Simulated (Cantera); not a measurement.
Feed: 1 mol CHF₃, 0.12 mol Si, 0.088 mol H₂, 0.069 mol CH₄, held at 750 Torr.

Cantera equilibrium calculation (NASA polynomials, part measured and part estimated; ideal gas, pure solids and liquids). Candidate condensed phases: C, C₆H₆, C₇H₈, C₈H₁₈, Si, SiC; 113 gas species. Condensed phases not in the tables: fluorocarbon polymer. Gases not in the tables: C₂F₆ and larger saturated fluorocarbons. Kinetics and transport are ignored.

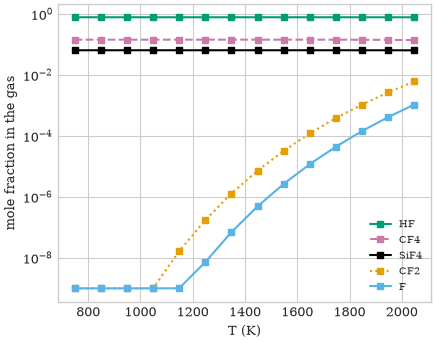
Fig. 1. Equilibrium gas composition (values under 1e-9 drawn at 1e-9)

From 748 K to 2048 K the condensed part is C(graphite). The main Si-bearing gas is SiF₄ throughout.
